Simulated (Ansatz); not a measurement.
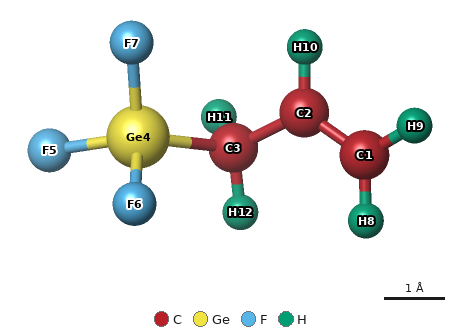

C3H5F3Ge, before the relaxation. A ball-and-stick model, seen from a free direction.

The start comes from PBE-D4/def2-SVP.

All numbers below come from Ansatz 0.2.0, RKS PBE0-D4/def2-TZVP.

Input
```yaml
crystal:
  periodic: [false, false, false]
  atoms:
    - {symbol: C, position_ang: [0.613822, -0.908091, 1.815741]}
    - {symbol: C, position_ang: [0.907178, -0.264310, 0.671825]}
    - {symbol: C, position_ang: [0.236158, -0.517234, -0.645579]}
    - {symbol: Ge, position_ang: [-0.927252, 0.977323, -1.122851]}
    - {symbol: F, position_ang: [-1.384144, 1.002463, -2.803438]}
    - {symbol: F, position_ang: [-2.420181, 1.005699, -0.230033]}
    - {symbol: F, position_ang: [-0.160721, 2.510530, -0.818015]}
    - {symbol: H, position_ang: [-0.155641, -1.696867, 1.856988]}
    - {symbol: H, position_ang: [1.135066, -0.666517, 2.754178]}
    - {symbol: H, position_ang: [1.675959, 0.528210, 0.676783]}
    - {symbol: H, position_ang: [0.957688, -0.601829, -1.484987]}
    - {symbol: H, position_ang: [-0.400831, -1.424478, -0.636612]}
basis:
  gaussian: {orbitals: def2-TZVP}
hamiltonian: {xc: pbe0, dispersion: d4}
relax: {f_tol: 0.005, max_steps: 150}
```

Run as
```bash
ansatz run in.yaml --threads 4 --pin off --events-out ev --progress --plain --max-ram 11315MiB
```

> What does the optimiser find from here?

After 10 accepted moves (12 points after the start) the energy has fallen by 1.80 kcal/mol. The largest force component goes from 0.78 to 0.0046 eV/Å. The line search rejected the trial steps at points 4, 11 of the run. The largest move after the best rigid fit is that of F5, 0.15 Å. By element the largest moves are F 0.15 Å, H 0.08 Å, C 0.04 Å, Ge 0.02 Å. Near-neighbour distances that change, for instance: Ge4–F6 1.740 → 1.713 Å, Ge4–F5 1.742 → 1.716 Å, C3–Ge4 1.953 → 1.931 Å, C1–C2 1.345 → 1.325 Å.

Step by step:

```tsv
step	E − E(0), kcal/mol	largest force component, eV/Å	note
0	0.00	0.7798	
1	-1.55	0.3505	
2	-1.77	0.0523	
3	-1.77	0.0440	
4	-1.76	0.0815	rejected
5	-1.79	0.0075	
6	-1.79	0.0134	
7	-1.79	0.0195	
8	-1.80	0.0229	
9	-1.80	0.0255	
10	-1.80	0.0196	
11	-1.80	0.0205	rejected
12	-1.80	0.0046
```

The structure at the end:

```xyz
12

C     0.5889   -0.9268    1.7902
C     0.8973   -0.2569    0.6893
C     0.2563   -0.4826   -0.6385
Ge   -0.9138    0.9780   -1.1148
F    -1.4660    0.9017   -2.7372
F    -2.3304    1.0592   -0.1550
F    -0.1601    2.5103   -0.9565
H    -0.1648   -1.7077    1.7909
H     1.0799   -0.7137    2.7317
H     1.6513    0.5247    0.7305
H     0.9913   -0.5522   -1.4452
H    -0.3528   -1.3891   -0.6514
```

The end point in the same view:

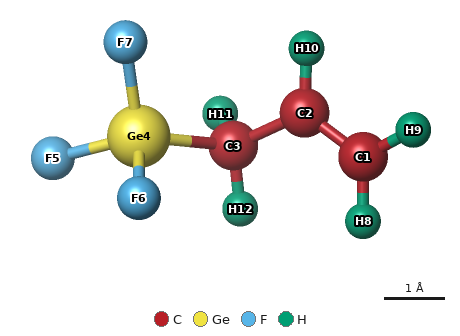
